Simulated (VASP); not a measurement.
Band structure of Sn (space group I4/mmm). Method: r2SCAN meta-GGA, VASP's PBE PAW potentials (set 64) (plane waves; VASP 6.6.1).

Unless said otherwise, spin-orbit coupling is left out, though it shifts the bands of the heavy elements here.

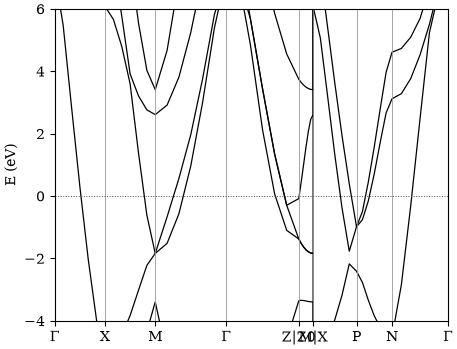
Bands along high-symmetry lines, zero at the valence-band maximum or, without a gap, the Fermi level

Problem. Read the plot: is there a gap, and where are the band edges?

Solution. It has no gap at this level: it comes out as a metal or semimetal.

The structure comes from a computed database's Sn entry (I4/mmm); how it stands against other phases isn't given here. It was relaxed first.
